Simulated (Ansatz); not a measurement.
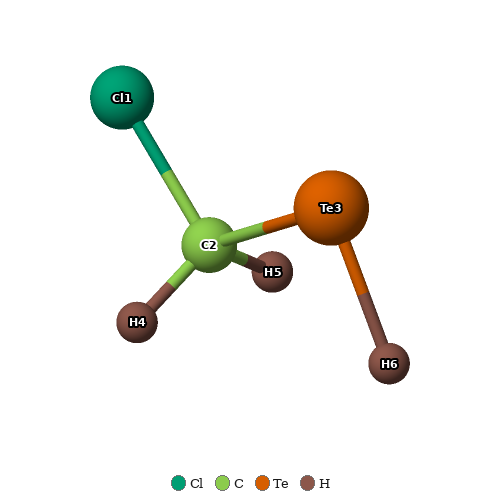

The system is CH₃ClTe, SMILES ClC[TeH]; the picture shows the reference structure. The first coordinate is: bond length C2–Te3; the second: angle Te3–C2–Cl1. Nothing is relaxed (all other coordinates rigid). Grid: 15 × 15 points. Points are written as (first, second). All energies are given in eV relative to the relaxed molecule at the same level. Method: RKS PBE-D4/def2-TZVP in Ansatz 0.2.0.

Its coordinates:

```tsv
atom	x (Å)	y (Å)	z (Å)
Cl	-1.9191	0.0739	-0.8942
C	-0.1979	-0.1061	-0.4769
Te	0.0886	0.4657	1.6089
H	0.0832	-1.1536	-0.6122
H	0.3854	0.5554	-1.1225
H	1.7340	0.1468	1.5389
```

Range: bond length C2–Te3 from 1.876 to 3.054 Å; angle Te3–C2–Cl1 from 83.9 to 133.9°.

**What landscape does the calculation give?**

The lowest grid point is at (2.213 Å, 108.9°), 0.006 eV from the relaxed molecule at the same level. No other kind of well shows on this grid. The highest grid point, (3.054 Å, 83.9°), lies 2.00 eV above the lowest. Round the minimum the two coordinates are weakly coupled (coupling −0.09 in units of the two stiffnesses).

```
angle Te3–C2–Cl1 ↓, bond length C2–Te3 →  1.876  1.960  2.045  2.129  2.213  2.297  2.381  2.465  2.549  2.634  2.718  2.802  2.886  2.970  3.054
                                   133.9   1.60   1.03   0.69   0.51   0.45   0.46   0.53   0.64   0.77   0.91   1.07   1.23   1.38   1.54   1.68
                                   130.4   1.44   0.89   0.56   0.39   0.33   0.36   0.44   0.55   0.69   0.84   1.00   1.17   1.33   1.49   1.64
                                   126.8   1.30   0.76   0.44   0.28   0.23   0.27   0.35   0.48   0.62   0.78   0.95   1.12   1.28   1.45   1.60
                                   123.2   1.18   0.65   0.34   0.19   0.15   0.19   0.29   0.42   0.57   0.73   0.90   1.08   1.25   1.41   1.57
                                   119.7   1.08   0.56   0.26   0.12   0.09   0.14   0.24   0.37   0.53   0.70   0.87   1.05   1.22   1.39   1.55
                                   116.1   1.00   0.49   0.20   0.07   0.04   0.10   0.20   0.34   0.50   0.67   0.85   1.03   1.21   1.38   1.54
                                   112.5   0.95   0.45   0.16   0.03   0.01   0.07   0.18   0.33   0.49   0.67   0.85   1.03   1.21   1.38   1.54
                                   108.9   0.92   0.42   0.14   0.02   0.01   0.07   0.18   0.33   0.49   0.67   0.85   1.04   1.22   1.39   1.55
                                   105.4   0.92   0.42   0.15   0.03   0.02   0.08   0.20   0.35   0.51   0.69   0.88   1.06   1.24   1.41   1.57
                                   101.8   0.95   0.45   0.18   0.06   0.05   0.12   0.24   0.38   0.55   0.73   0.91   1.10   1.27   1.44   1.61
                                    98.2   1.02   0.52   0.24   0.12   0.11   0.18   0.29   0.44   0.61   0.79   0.97   1.15   1.32   1.49   1.65
                                    94.7   1.12   0.61   0.33   0.20   0.19   0.26   0.37   0.52   0.69   0.86   1.04   1.22   1.39   1.55   1.71
                                    91.1   1.28   0.76   0.46   0.32   0.31   0.37   0.48   0.63   0.79   0.96   1.14   1.31   1.48   1.64   1.79
                                    87.5   1.51   0.96   0.64   0.49   0.46   0.51   0.62   0.76   0.92   1.09   1.26   1.42   1.59   1.74   1.89
                                    83.9   1.82   1.23   0.88   0.71   0.66   0.70   0.79   0.92   1.07   1.24   1.40   1.56   1.72   1.87   2.01
```

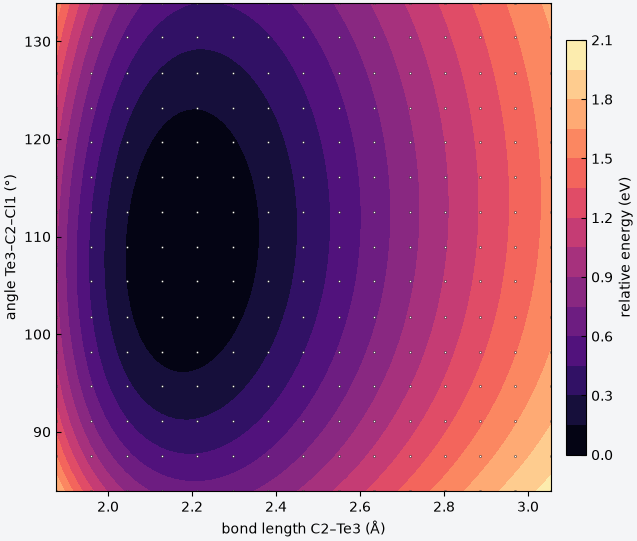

The picture shows filled contours, dots at the grid points. Between grid points the surface is interpolated.

Time for the 225 points that were run: 23 min on 1 thread of Arm Neoverse N1, on a shared host.
